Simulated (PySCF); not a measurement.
## A study: O$_{4}$Ru, SMILES `O=[Ru](=O)(=O)=O`

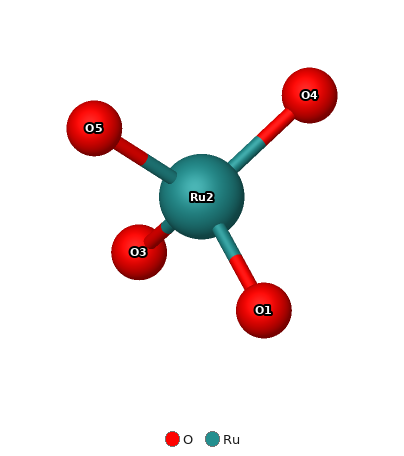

The molecule, with its atoms numbered as below. No frequency check shows the geometry to be a minimum.

Coordinates in Å:

```
O1      -0.1661    0.9261    1.2988
Ru2      0.0000   -0.0001    0.0000
O3       0.1660    0.9262   -1.2988
O4      -1.2990   -0.9259   -0.1661
O5       1.2991   -0.9259    0.1660
```

Part 1: Bonding charge

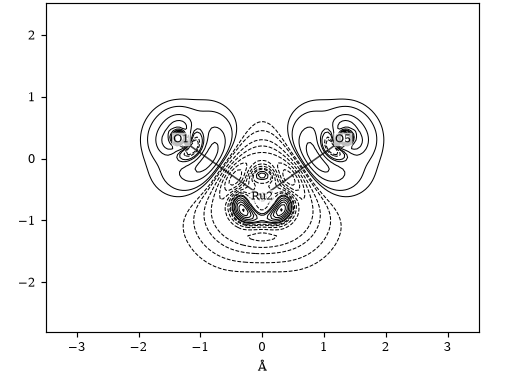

Deformation density (molecule less spherical, spin-averaged free atoms) in the plane of O1, Ru2 and O5; contours at ±0.05 to ±0.8 e/Å³; solid lines: gain, dashed lines: loss.

Method: PBE/def2-TZVP; geometry: GFN2-xTB; program: PySCF. Core potentials replace the inner electrons of Ru; spin–orbit coupling isn't included. This is a single-reference result, which may miss multireference character in this system.

Q: Describe the bonding that the map shows.

A: O1–Ru2 and Ru2–O5: +0.12 e/Å³ at the bond critical point (bond length 1.60 Å, Mayer order 1.5). In all, 1.4 electrons gather in the regions of gain relative to the promolecule. A small or negative value marks a very polar bond, one between electron-rich atoms, whose free-atom densities already overlap strongly, a long bond to a heavier atom, or a closed-shell contact such as a hydrogen bond.

Q: Where do the Hirshfeld charges lie?

A: The highest Hirshfeld charge is on Ru2 (+1.04 e), the lowest on O1, O3, O4 and O5 (−0.26 e).

```tsv
atom	charge (e)
O1	−0.26
Ru2	+1.04
O3	−0.26
O4	−0.26
O5	−0.26
```

Part 2: Electrostatic potential

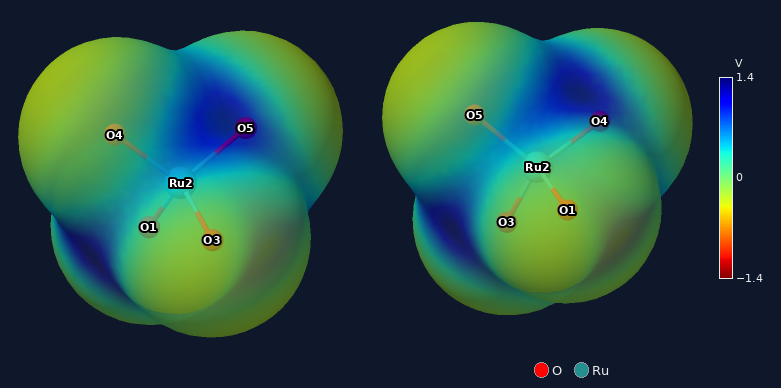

Electrostatic potential on the surface of electron density 0.001 a.u. (back view left, front view right).

Q: Where are the extremes of the potential on the surface?

A: Highest: 1.30 V, off the Ru2–O5 bond (2.1 to 2.2 Å from its atoms), and at like points elsewhere. Lowest: −0.31 V, 1.7 Å from O5, and at like points elsewhere. The surface is sampled at points, so like sites can differ by a few per cent and only the strongest of them is named.

Part 3: In an electric field

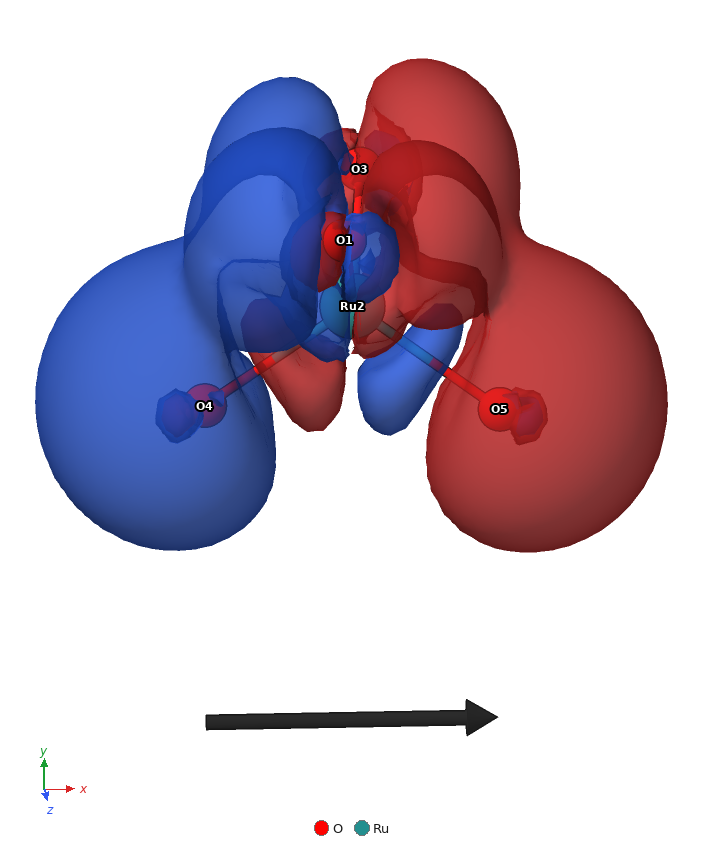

Change of the electron density in a uniform field of 0.21 V/Å along +x (arrow), surfaces at ±0.0008 e/Å³ (blue: gain, red: loss).

Method: TPSSh/def2-SVPD; geometry: GFN2-xTB; program: PySCF. Core potentials replace the inner electrons of Ru; spin–orbit coupling isn't included. This is a single-reference result, which may miss multireference character in this system.

The field was applied in both directions; the picture shows the one opposite to the script's first.

Q: What dipole is induced, and what polarisability does it imply?

A: The induced dipole is 0.46 D (along the field); α along this axis, from the fields in both directions, is 45 bohr³ (6.7 Å³).

Part 4: Localised orbitals

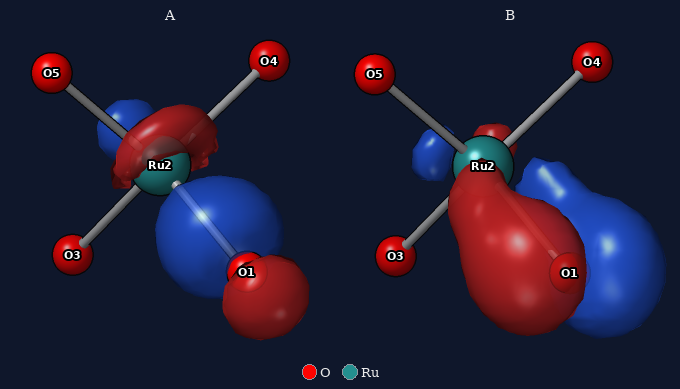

Pipek–Mezey orbitals, occupied; each surface holds about 70 % of the orbital's density. Energies are diagonal elements of the Fock matrix.

PySCF calculation, ωB97X/def2-SVPD, gas phase; geometry: GFN2-xTB. Core potentials replace the inner electrons of Ru; spin–orbit coupling isn't included. This is a single-reference result, which may miss multireference character in this system.

Q: What does each orbital represent in a Lewis picture?

A: By panel:
- A: σ bond O1–Ru2 (O1 66 %, Ru2 32 %; −20.3 eV)
- B: lone pair on O1, partly donated to Ru2 (O1 83 %, Ru2 14 %; −15.6 eV)

The PySCF runs shown took 22 s, 46 s and 12 s on 1 thread of Intel(R) Xeon(R) Platinum 8259CL CPU @ 2.50GHz (Skylake/Cascade Lake) (shared host).
